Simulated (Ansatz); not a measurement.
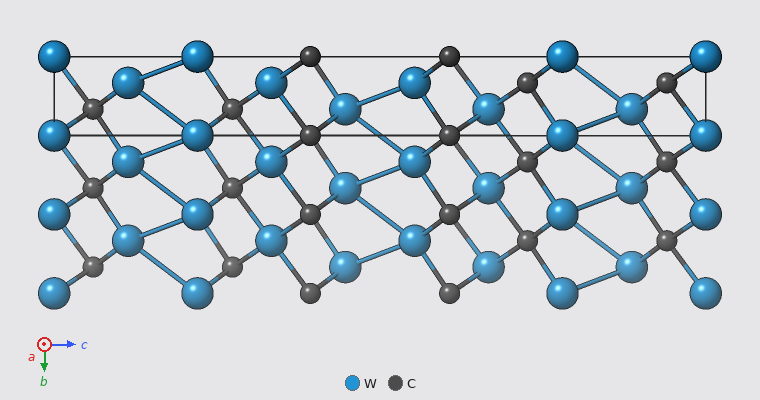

Projection along an edge of the hexagonal mesh, stacking direction c to the right. Every atom sits on one of the three columns of the mesh; call them A, B, C in the order in which they first turn up. The sequence starts with the first layer at or above the cell's origin.

W₃C₂: the geometry relaxed with Ansatz 0.2.0, DFT PBE, scalar-relativistic, plane waves, PAW; the starting structure was generated, so it need not be a known form of this composition.

Read off the stacking sequence over one period.

W(A) – C(B) – W(C) – W(A) – C(B) – W(C) – C(A) – W(B) – W(C) – C(A) – W(B) – C(C) – W(A) – W(B) – C(C) (15 layers in 21.86 Å).
